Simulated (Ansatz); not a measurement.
# H3O (doublet): B3LYP, CAM-B3LYP, wB97X-V over a scan of the distance H1–H2 along a hydrogen transfer, 6-31G, part 2 of 2

Ansatz 0.2.0, Gaussian basis; 6-31G, all electrons in the functionals. The steps go on from the part before.

**16. CAM-B3LYP, 1.027 Å**

Input file in.yaml:

```yaml
crystal:
  periodic: [false, false, false]
  atoms:
    - {symbol: H, position_ang: [-2.060554, 0.049803, 0.000000]}
    - {symbol: H, position_ang: [-1.033554, 0.049803, 0.000000]}
    - {symbol: O, position_ang: [0.168446, 0.049803, 0.000000]}
    - {symbol: H, position_ang: [0.420305, -0.890147, 0.000000]}
basis:
  gaussian: {orbitals: 6-31G}
magnetization: {spin_polarized: true, initial_magnetization: 1}
hamiltonian: {xc: {name: CAM-B3LYP}}
```

The run is started by

```bash
ansatz run in.yaml --threads 1 --pin off --events-out ev --progress --plain --max-ram 2393MiB
```

What it wrote, shortened:

```text
Functional definition: CAM-B3LYP
  name "CAM-B3LYP"
  cite "Yanai, Tew & Handy, Chem. Phys. Lett. 393, 51 (2004) doi:10.1016/j.cplett.2004.06.011"
  cite "Iikura, Tsuneda, Yanai & Hirao, J. Chem. Phys. 115, 3540 (2001) doi:10.1063/1.1383587"
  cite "Becke, Phys. Rev. A 38, 3098 (1988) doi:10.1103/PhysRevA.38.3098"
  cite "Lee, Yang & Parr, Phys. Rev. B 37, 785 (1988) doi:10.1103/PhysRevB.37.785"
[...]
171 factors; integrals over basis functions are off by at most 6.8e-4 eV
93 factors; integrals over basis functions are off by at most 1.0e-5 eV
[...]
mean field -2090.91604403 eV, -76.8397473445 hartree, gradient 8.5e-5 eV, S^2 0.764764; 1 other end points of the search recorded, 0 dependent functions left out
reference -2090.91610974 eV, -76.8397497591 hartree; 6, 5 occupied and 9, 10 virtual orbitals, 171 factors
Total energy: -2090.91610974 eV, -76.8397497591 hartree
```

Wall time 0.45 s (1 thread of Arm Neoverse V1, shared host).

From the report: ⟨S²⟩ of the determinant 0.765 (pure doublet: 0.75).

From 0.745 Å: +2.0 kcal/mol.

**17. CAM-B3LYP, 1.098 Å**

Input file in.yaml:

```yaml
crystal:
  periodic: [false, false, false]
  atoms:
    - {symbol: H, position_ang: [-2.064316, 0.049803, 0.000000]}
    - {symbol: H, position_ang: [-0.966316, 0.049803, 0.000000]}
    - {symbol: O, position_ang: [0.164684, 0.049803, 0.000000]}
    - {symbol: H, position_ang: [0.416543, -0.890147, 0.000000]}
basis:
  gaussian: {orbitals: 6-31G}
magnetization: {spin_polarized: true, initial_magnetization: 1}
hamiltonian: {xc: {name: CAM-B3LYP}}
```

The command is unchanged.

What it wrote, shortened:

```text
Functional definition: CAM-B3LYP
  name "CAM-B3LYP"
  cite "Yanai, Tew & Handy, Chem. Phys. Lett. 393, 51 (2004) doi:10.1016/j.cplett.2004.06.011"
  cite "Iikura, Tsuneda, Yanai & Hirao, J. Chem. Phys. 115, 3540 (2001) doi:10.1063/1.1383587"
  cite "Becke, Phys. Rev. A 38, 3098 (1988) doi:10.1103/PhysRevA.38.3098"
  cite "Lee, Yang & Parr, Phys. Rev. B 37, 785 (1988) doi:10.1103/PhysRevB.37.785"
[...]
171 factors; integrals over basis functions are off by at most 6.1e-4 eV
93 factors; integrals over basis functions are off by at most 1.0e-5 eV
[...]
mean field -2091.00056578 eV, -76.8428534613 hartree, gradient 1.6e-5 eV, S^2 0.761082; 0 other end points of the search recorded, 0 dependent functions left out
reference -2091.00063251 eV, -76.8428559136 hartree; 6, 5 occupied and 9, 10 virtual orbitals, 171 factors
Total energy: -2091.00063251 eV, -76.8428559136 hartree
```

It took 0.42 s on 1 thread of Arm Neoverse V1, shared host.

From the report: ⟨S²⟩ of the determinant 0.761 (pure doublet: 0.75).

From 0.745 Å: +0.1 kcal/mol.

**18. CAM-B3LYP, 1.168 Å**

Input file in.yaml:

```yaml
crystal:
  periodic: [false, false, false]
  atoms:
    - {symbol: H, position_ang: [-2.068025, 0.049803, 0.000000]}
    - {symbol: H, position_ang: [-0.900025, 0.049803, 0.000000]}
    - {symbol: O, position_ang: [0.160975, 0.049803, 0.000000]}
    - {symbol: H, position_ang: [0.412834, -0.890147, 0.000000]}
basis:
  gaussian: {orbitals: 6-31G}
magnetization: {spin_polarized: true, initial_magnetization: 1}
hamiltonian: {xc: {name: CAM-B3LYP}}
```

Launched as before.

What it wrote, shortened:

```text
Functional definition: CAM-B3LYP
  name "CAM-B3LYP"
  cite "Yanai, Tew & Handy, Chem. Phys. Lett. 393, 51 (2004) doi:10.1016/j.cplett.2004.06.011"
  cite "Iikura, Tsuneda, Yanai & Hirao, J. Chem. Phys. 115, 3540 (2001) doi:10.1063/1.1383587"
  cite "Becke, Phys. Rev. A 38, 3098 (1988) doi:10.1103/PhysRevA.38.3098"
  cite "Lee, Yang & Parr, Phys. Rev. B 37, 785 (1988) doi:10.1103/PhysRevB.37.785"
[...]
171 factors; integrals over basis functions are off by at most 5.2e-4 eV
93 factors; integrals over basis functions are off by at most 9.8e-6 eV
[...]
mean field -2091.10417862 eV, -76.8466611631 hartree, gradient 4.6e-5 eV, S^2 0.756861; 0 other end points of the search recorded, 0 dependent functions left out
reference -2091.10424603 eV, -76.8466636403 hartree; 6, 5 occupied and 9, 10 virtual orbitals, 171 factors
Total energy: -2091.10424603 eV, -76.8466636403 hartree
```

Run time: 0.42 s. Hardware: 1 thread of Arm Neoverse V1, shared host.

From the report: ⟨S²⟩ of the determinant 0.757 (pure doublet: 0.75).

From 0.745 Å: -2.3 kcal/mol.

**19. CAM-B3LYP, 1.239 Å**

Input file in.yaml:

```yaml
crystal:
  periodic: [false, false, false]
  atoms:
    - {symbol: H, position_ang: [-2.071787, 0.049803, 0.000000]}
    - {symbol: H, position_ang: [-0.832787, 0.049803, 0.000000]}
    - {symbol: O, position_ang: [0.157213, 0.049803, 0.000000]}
    - {symbol: H, position_ang: [0.409072, -0.890147, 0.000000]}
basis:
  gaussian: {orbitals: 6-31G}
magnetization: {spin_polarized: true, initial_magnetization: 1}
hamiltonian: {xc: {name: CAM-B3LYP}}
```

Launched as before.

What it wrote, shortened:

```text
Functional definition: CAM-B3LYP
  name "CAM-B3LYP"
  cite "Yanai, Tew & Handy, Chem. Phys. Lett. 393, 51 (2004) doi:10.1016/j.cplett.2004.06.011"
  cite "Iikura, Tsuneda, Yanai & Hirao, J. Chem. Phys. 115, 3540 (2001) doi:10.1063/1.1383587"
  cite "Becke, Phys. Rev. A 38, 3098 (1988) doi:10.1103/PhysRevA.38.3098"
  cite "Lee, Yang & Parr, Phys. Rev. B 37, 785 (1988) doi:10.1103/PhysRevB.37.785"
[...]
171 factors; integrals over basis functions are off by at most 4.2e-4 eV
93 factors; integrals over basis functions are off by at most 9.6e-6 eV
[...]
mean field -2091.15058109 eV, -76.8483664223 hartree, gradient 4.1e-5 eV, S^2 0.753757; 0 other end points of the search recorded, 0 dependent functions left out
reference -2091.15064896 eV, -76.8483689166 hartree; 6, 5 occupied and 9, 10 virtual orbitals, 171 factors
Total energy: -2091.15064896 eV, -76.8483689166 hartree
```

Run time: 0.42 s. Hardware: 1 thread of Arm Neoverse V1, shared host.

From the report: ⟨S²⟩ of the determinant 0.754 (pure doublet: 0.75).

From 0.745 Å: -3.4 kcal/mol.

**20. wB97X-V, 0.693 Å**

Input file in.yaml:

```yaml
crystal:
  periodic: [false, false, false]
  atoms:
    - {symbol: H, position_ang: [-2.042857, 0.049803, 0.000000]}
    - {symbol: H, position_ang: [-1.349857, 0.049803, 0.000000]}
    - {symbol: O, position_ang: [0.186143, 0.049803, 0.000000]}
    - {symbol: H, position_ang: [0.438002, -0.890147, 0.000000]}
basis:
  gaussian: {orbitals: 6-31G}
magnetization: {spin_polarized: true, initial_magnetization: 1}
hamiltonian: {xc: {name: wB97X-V}}
```

Launched as before.

What it wrote, shortened:

```text
Functional definition: wB97X-V
  name "wB97X-V"
  cite "Mardirossian & Head-Gordon, Phys. Chem. Chem. Phys. 16, 9904 (2014) doi:10.1039/C3CP54374A"
  cite "Becke, J. Chem. Phys. 107, 8554 (1997) doi:10.1063/1.475007"
  cite "Vydrov & Van Voorhis, J. Chem. Phys. 133, 244103 (2010) doi:10.1063/1.3521275"
[...]
      + integral(e_c_pw_opposite_spin*poly(b97_u_opposite, cos0, cos1)) + vv10(b, c)
171 factors; integrals over basis functions are off by at most 1.3e-3 eV
78 factors; integrals over basis functions are off by at most 9.7e-6 eV
[...]
mean field -2090.83597979 eV, -76.8368050378 hartree, gradient 9.9e-6 eV, S^2 0.753461; 1 other end points of the search recorded, 0 dependent functions left out
reference -2090.83597916 eV, -76.8368050147 hartree; 6, 5 occupied and 9, 10 virtual orbitals, 171 factors
Total energy: -2090.83597916 eV, -76.8368050147 hartree
```

Run time: 1.4 s. Hardware: 1 thread of Arm Neoverse V1, shared host.

From the report: ⟨S²⟩ of the determinant 0.753 (pure doublet: 0.75).

**21. wB97X-V, 0.745 Å**

Input file in.yaml:

```yaml
crystal:
  periodic: [false, false, false]
  atoms:
    - {symbol: H, position_ang: [-2.045612, 0.049803, 0.000000]}
    - {symbol: H, position_ang: [-1.300612, 0.049803, 0.000000]}
    - {symbol: O, position_ang: [0.183388, 0.049803, 0.000000]}
    - {symbol: H, position_ang: [0.435246, -0.890147, 0.000000]}
basis:
  gaussian: {orbitals: 6-31G}
magnetization: {spin_polarized: true, initial_magnetization: 1}
hamiltonian: {xc: {name: wB97X-V}}
```

The command is unchanged.

What it wrote, shortened:

```text
Functional definition: wB97X-V
  name "wB97X-V"
  cite "Mardirossian & Head-Gordon, Phys. Chem. Chem. Phys. 16, 9904 (2014) doi:10.1039/C3CP54374A"
  cite "Becke, J. Chem. Phys. 107, 8554 (1997) doi:10.1063/1.475007"
  cite "Vydrov & Van Voorhis, J. Chem. Phys. 133, 244103 (2010) doi:10.1063/1.3521275"
[...]
      + integral(e_c_pw_opposite_spin*poly(b97_u_opposite, cos0, cos1)) + vv10(b, c)
171 factors; integrals over basis functions are off by at most 1.3e-3 eV
78 factors; integrals over basis functions are off by at most 7.0e-6 eV
[...]
mean field -2090.89912007 eV, -76.8391254004 hartree, gradient 1.2e-5 eV, S^2 0.754755; 1 other end points of the search recorded, 0 dependent functions left out
reference -2090.89911946 eV, -76.8391253780 hartree; 6, 5 occupied and 9, 10 virtual orbitals, 171 factors
Total energy: -2090.89911946 eV, -76.8391253780 hartree
```

It took 1.4 s on 1 thread of Arm Neoverse V1, shared host.

From the report: ⟨S²⟩ of the determinant 0.755 (pure doublet: 0.75).

**22. wB97X-V, 0.816 Å**

Input file in.yaml:

```yaml
crystal:
  periodic: [false, false, false]
  atoms:
    - {symbol: H, position_ang: [-2.049374, 0.049803, 0.000000]}
    - {symbol: H, position_ang: [-1.233374, 0.049803, 0.000000]}
    - {symbol: O, position_ang: [0.179626, 0.049803, 0.000000]}
    - {symbol: H, position_ang: [0.431485, -0.890147, 0.000000]}
basis:
  gaussian: {orbitals: 6-31G}
magnetization: {spin_polarized: true, initial_magnetization: 1}
hamiltonian: {xc: {name: wB97X-V}}
```

Launched as before.

What it wrote, shortened:

```text
Functional definition: wB97X-V
  name "wB97X-V"
  cite "Mardirossian & Head-Gordon, Phys. Chem. Chem. Phys. 16, 9904 (2014) doi:10.1039/C3CP54374A"
  cite "Becke, J. Chem. Phys. 107, 8554 (1997) doi:10.1063/1.475007"
  cite "Vydrov & Van Voorhis, J. Chem. Phys. 133, 244103 (2010) doi:10.1063/1.3521275"
[...]
      + integral(e_c_pw_opposite_spin*poly(b97_u_opposite, cos0, cos1)) + vv10(b, c)
171 factors; integrals over basis functions are off by at most 1.1e-3 eV
78 factors; integrals over basis functions are off by at most 6.4e-6 eV
[...]
mean field -2090.86852018 eV, -76.8380008749 hartree, gradient 2.6e-5 eV, S^2 0.757562; 1 other end points of the search recorded, 0 dependent functions left out
reference -2090.86851961 eV, -76.8380008542 hartree; 6, 5 occupied and 9, 10 virtual orbitals, 171 factors
Total energy: -2090.86851961 eV, -76.8380008542 hartree
```

It took 1.6 s on 1 thread of Arm Neoverse V1, shared host.

From the report: ⟨S²⟩ of the determinant 0.758 (pure doublet: 0.75).

From 0.745 Å: +0.7 kcal/mol.

**23. wB97X-V, 0.886 Å**

Input file in.yaml:

```yaml
crystal:
  periodic: [false, false, false]
  atoms:
    - {symbol: H, position_ang: [-2.053083, 0.049803, 0.000000]}
    - {symbol: H, position_ang: [-1.167083, 0.049803, 0.000000]}
    - {symbol: O, position_ang: [0.175917, 0.049803, 0.000000]}
    - {symbol: H, position_ang: [0.427776, -0.890147, 0.000000]}
basis:
  gaussian: {orbitals: 6-31G}
magnetization: {spin_polarized: true, initial_magnetization: 1}
hamiltonian: {xc: {name: wB97X-V}}
```

Same command.

What it wrote, shortened:

```text
Functional definition: wB97X-V
  name "wB97X-V"
  cite "Mardirossian & Head-Gordon, Phys. Chem. Chem. Phys. 16, 9904 (2014) doi:10.1039/C3CP54374A"
  cite "Becke, J. Chem. Phys. 107, 8554 (1997) doi:10.1063/1.475007"
  cite "Vydrov & Van Voorhis, J. Chem. Phys. 133, 244103 (2010) doi:10.1063/1.3521275"
[...]
      + integral(e_c_pw_opposite_spin*poly(b97_u_opposite, cos0, cos1)) + vv10(b, c)
171 factors; integrals over basis functions are off by at most 9.2e-4 eV
78 factors; integrals over basis functions are off by at most 5.8e-6 eV
[...]
mean field -2090.78945520 eV, -76.8350952905 hartree, gradient 3.6e-5 eV, S^2 0.761344; 1 other end points of the search recorded, 0 dependent functions left out
reference -2090.78945470 eV, -76.8350952724 hartree; 6, 5 occupied and 9, 10 virtual orbitals, 171 factors
Total energy: -2090.78945470 eV, -76.8350952724 hartree
```

It took 1.4 s on 1 thread of Arm Neoverse V1, shared host.

From the report: ⟨S²⟩ of the determinant 0.761 (pure doublet: 0.75).

From 0.745 Å: +2.5 kcal/mol.

**24. wB97X-V, 0.957 Å**

Input file in.yaml:

```yaml
crystal:
  periodic: [false, false, false]
  atoms:
    - {symbol: H, position_ang: [-2.056845, 0.049803, 0.000000]}
    - {symbol: H, position_ang: [-1.099845, 0.049803, 0.000000]}
    - {symbol: O, position_ang: [0.172155, 0.049803, 0.000000]}
    - {symbol: H, position_ang: [0.424014, -0.890147, 0.000000]}
basis:
  gaussian: {orbitals: 6-31G}
magnetization: {spin_polarized: true, initial_magnetization: 1}
hamiltonian: {xc: {name: wB97X-V}}
```

Launched as before.

What it wrote, shortened:

```text
Functional definition: wB97X-V
  name "wB97X-V"
  cite "Mardirossian & Head-Gordon, Phys. Chem. Chem. Phys. 16, 9904 (2014) doi:10.1039/C3CP54374A"
  cite "Becke, J. Chem. Phys. 107, 8554 (1997) doi:10.1063/1.475007"
  cite "Vydrov & Van Voorhis, J. Chem. Phys. 133, 244103 (2010) doi:10.1063/1.3521275"
[...]
      + integral(e_c_pw_opposite_spin*poly(b97_u_opposite, cos0, cos1)) + vv10(b, c)
171 factors; integrals over basis functions are off by at most 7.8e-4 eV
78 factors; integrals over basis functions are off by at most 5.4e-6 eV
[...]
mean field -2090.73320851 eV, -76.8330282630 hartree, gradient 2.9e-5 eV, S^2 0.764567; 1 other end points of the search recorded, 0 dependent functions left out
reference -2090.73320812 eV, -76.8330282484 hartree; 6, 5 occupied and 9, 10 virtual orbitals, 171 factors
Total energy: -2090.73320812 eV, -76.8330282484 hartree
```

Wall time 1.4 s (1 thread of Arm Neoverse V1, shared host).

From the report: ⟨S²⟩ of the determinant 0.765 (pure doublet: 0.75).

From 0.745 Å: +3.8 kcal/mol.

**25. wB97X-V, 1.027 Å**

Input file in.yaml:

```yaml
crystal:
  periodic: [false, false, false]
  atoms:
    - {symbol: H, position_ang: [-2.060554, 0.049803, 0.000000]}
    - {symbol: H, position_ang: [-1.033554, 0.049803, 0.000000]}
    - {symbol: O, position_ang: [0.168446, 0.049803, 0.000000]}
    - {symbol: H, position_ang: [0.420305, -0.890147, 0.000000]}
basis:
  gaussian: {orbitals: 6-31G}
magnetization: {spin_polarized: true, initial_magnetization: 1}
hamiltonian: {xc: {name: wB97X-V}}
```

Launched as before.

What it wrote, shortened:

```text
Functional definition: wB97X-V
  name "wB97X-V"
  cite "Mardirossian & Head-Gordon, Phys. Chem. Chem. Phys. 16, 9904 (2014) doi:10.1039/C3CP54374A"
  cite "Becke, J. Chem. Phys. 107, 8554 (1997) doi:10.1063/1.475007"
  cite "Vydrov & Van Voorhis, J. Chem. Phys. 133, 244103 (2010) doi:10.1063/1.3521275"
[...]
      + integral(e_c_pw_opposite_spin*poly(b97_u_opposite, cos0, cos1)) + vv10(b, c)
171 factors; integrals over basis functions are off by at most 6.8e-4 eV
78 factors; integrals over basis functions are off by at most 5.4e-6 eV
[...]
mean field -2090.74719346 eV, -76.8335422004 hartree, gradient 2.2e-5 eV, S^2 0.764529; 1 other end points of the search recorded, 0 dependent functions left out
reference -2090.74719317 eV, -76.8335421897 hartree; 6, 5 occupied and 9, 10 virtual orbitals, 171 factors
Total energy: -2090.74719317 eV, -76.8335421897 hartree
```

It took 1.6 s on 1 thread of Arm Neoverse V1, shared host.

From the report: ⟨S²⟩ of the determinant 0.765 (pure doublet: 0.75).

From 0.745 Å: +3.5 kcal/mol.

**26. wB97X-V, 1.098 Å**

Input file in.yaml:

```yaml
crystal:
  periodic: [false, false, false]
  atoms:
    - {symbol: H, position_ang: [-2.064316, 0.049803, 0.000000]}
    - {symbol: H, position_ang: [-0.966316, 0.049803, 0.000000]}
    - {symbol: O, position_ang: [0.164684, 0.049803, 0.000000]}
    - {symbol: H, position_ang: [0.416543, -0.890147, 0.000000]}
basis:
  gaussian: {orbitals: 6-31G}
magnetization: {spin_polarized: true, initial_magnetization: 1}
hamiltonian: {xc: {name: wB97X-V}}
```

Launched as before.

What it wrote, shortened:

```text
Functional definition: wB97X-V
  name "wB97X-V"
  cite "Mardirossian & Head-Gordon, Phys. Chem. Chem. Phys. 16, 9904 (2014) doi:10.1039/C3CP54374A"
  cite "Becke, J. Chem. Phys. 107, 8554 (1997) doi:10.1063/1.475007"
  cite "Vydrov & Van Voorhis, J. Chem. Phys. 133, 244103 (2010) doi:10.1063/1.3521275"
[...]
      + integral(e_c_pw_opposite_spin*poly(b97_u_opposite, cos0, cos1)) + vv10(b, c)
171 factors; integrals over basis functions are off by at most 6.1e-4 eV
78 factors; integrals over basis functions are off by at most 5.4e-6 eV
[...]
mean field -2090.83570495 eV, -76.8367949377 hartree, gradient 1.2e-5 eV, S^2 0.760981; 0 other end points of the search recorded, 0 dependent functions left out
reference -2090.83570477 eV, -76.8367949310 hartree; 6, 5 occupied and 9, 10 virtual orbitals, 171 factors
Total energy: -2090.83570477 eV, -76.8367949310 hartree
```

Wall time 1.5 s (1 thread of Arm Neoverse V1, shared host).

From the report: ⟨S²⟩ of the determinant 0.761 (pure doublet: 0.75).

From 0.745 Å: +1.5 kcal/mol.

**27. wB97X-V, 1.168 Å**

Input file in.yaml:

```yaml
crystal:
  periodic: [false, false, false]
  atoms:
    - {symbol: H, position_ang: [-2.068025, 0.049803, 0.000000]}
    - {symbol: H, position_ang: [-0.900025, 0.049803, 0.000000]}
    - {symbol: O, position_ang: [0.160975, 0.049803, 0.000000]}
    - {symbol: H, position_ang: [0.412834, -0.890147, 0.000000]}
basis:
  gaussian: {orbitals: 6-31G}
magnetization: {spin_polarized: true, initial_magnetization: 1}
hamiltonian: {xc: {name: wB97X-V}}
```

Launched as before.

What it wrote, shortened:

```text
Functional definition: wB97X-V
  name "wB97X-V"
  cite "Mardirossian & Head-Gordon, Phys. Chem. Chem. Phys. 16, 9904 (2014) doi:10.1039/C3CP54374A"
  cite "Becke, J. Chem. Phys. 107, 8554 (1997) doi:10.1063/1.475007"
  cite "Vydrov & Van Voorhis, J. Chem. Phys. 133, 244103 (2010) doi:10.1063/1.3521275"
[...]
      + integral(e_c_pw_opposite_spin*poly(b97_u_opposite, cos0, cos1)) + vv10(b, c)
171 factors; integrals over basis functions are off by at most 5.2e-4 eV
78 factors; integrals over basis functions are off by at most 5.3e-6 eV
[...]
mean field -2090.95173408 eV, -76.8410589293 hartree, gradient 6.9e-5 eV, S^2 0.756732; 0 other end points of the search recorded, 0 dependent functions left out
reference -2090.95173398 eV, -76.8410589259 hartree; 6, 5 occupied and 9, 10 virtual orbitals, 171 factors
Total energy: -2090.95173398 eV, -76.8410589259 hartree
```

Run time: 1.4 s. Hardware: 1 thread of Arm Neoverse V1, shared host.

From the report: ⟨S²⟩ of the determinant 0.757 (pure doublet: 0.75).

From 0.745 Å: -1.2 kcal/mol.

**28. wB97X-V, 1.239 Å**

Input file in.yaml:

```yaml
crystal:
  periodic: [false, false, false]
  atoms:
    - {symbol: H, position_ang: [-2.071787, 0.049803, 0.000000]}
    - {symbol: H, position_ang: [-0.832787, 0.049803, 0.000000]}
    - {symbol: O, position_ang: [0.157213, 0.049803, 0.000000]}
    - {symbol: H, position_ang: [0.409072, -0.890147, 0.000000]}
basis:
  gaussian: {orbitals: 6-31G}
magnetization: {spin_polarized: true, initial_magnetization: 1}
hamiltonian: {xc: {name: wB97X-V}}
```

Same command.

What it wrote, shortened:

```text
Functional definition: wB97X-V
  name "wB97X-V"
  cite "Mardirossian & Head-Gordon, Phys. Chem. Chem. Phys. 16, 9904 (2014) doi:10.1039/C3CP54374A"
  cite "Becke, J. Chem. Phys. 107, 8554 (1997) doi:10.1063/1.475007"
  cite "Vydrov & Van Voorhis, J. Chem. Phys. 133, 244103 (2010) doi:10.1063/1.3521275"
[...]
      + integral(e_c_pw_opposite_spin*poly(b97_u_opposite, cos0, cos1)) + vv10(b, c)
171 factors; integrals over basis functions are off by at most 4.2e-4 eV
78 factors; integrals over basis functions are off by at most 5.3e-6 eV
[...]
mean field -2091.01391763 eV, -76.8433441326 hartree, gradient 7.7e-6 eV, S^2 0.753642; 0 other end points of the search recorded, 0 dependent functions left out
reference -2091.01391761 eV, -76.8433441322 hartree; 6, 5 occupied and 9, 10 virtual orbitals, 171 factors
Total energy: -2091.01391761 eV, -76.8433441322 hartree
```

It took 1.4 s on 1 thread of Arm Neoverse V1, shared host.

From the report: ⟨S²⟩ of the determinant 0.754 (pure doublet: 0.75).

From 0.745 Å: -2.6 kcal/mol.

**29. The comparison**

The yardstick is full CI for this spin, exact in this basis with these frozen cores. It comes from earlier runs at the same points. Energies in kcal/mol, counted from 0.745 Å; blanks weren't run or aren't comparable.

```tsv
level	0.693 Å	0.745 Å	0.816 Å	0.886 Å	0.957 Å	1.027 Å	1.098 Å	1.168 Å	1.239 Å
FCI	0.8	0.0	1.6	4.0	5.3	4.4	1.3	-2.4	-4.7
B3LYP	1.8	0.0	0.1	1.3	2.2	1.9	0.4	-1.4	-1.9
CAM-B3LYP	1.8	0.0	0.3	1.6	2.5	2.0	0.1	-2.3	-3.4
wB97X-V	1.5	0.0	0.7	2.5	3.8	3.5	1.5	-1.2	-2.6
```

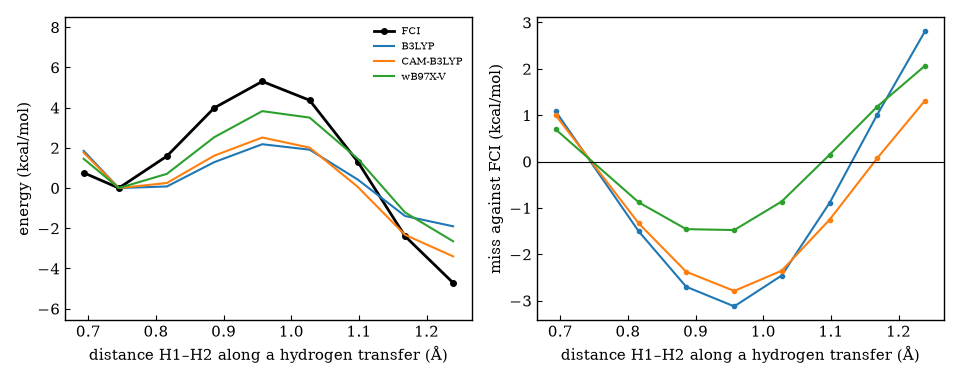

Left: the curves (the axis may cut off levels that run far away). Right: misses against FCI, in the same colours.

Largest miss and mean time a point (FCI took 8 s a point; shared hosts):

```tsv
level	largest miss (kcal/mol)	where	time a point
B3LYP	-3.1	0.957 Å	0.36 s
CAM-B3LYP	-2.8	0.957 Å	0.45 s
wB97X-V	+2.1	1.239 Å	1.5 s
```

**30. Outcome**

The summary covers parts 1 to 2.

```
               quantity                    value
  span of the FCI curve            10.0 kcal/mol
    largest miss, B3LYP  -3.1 kcal/mol (0.957 Å)
largest miss, CAM-B3LYP  -2.8 kcal/mol (0.957 Å)
  largest miss, wB97X-V  +2.1 kcal/mol (1.239 Å)
```

Of the functionals, wB97X-V keep the smallest largest miss at the points compared (at most 2.1 kcal/mol) and B3LYP strays most (3.1 kcal/mol, at 0.957 Å). Functionals and the yardstick converge differently with the basis, so part of each miss in 6-31G is the basis.
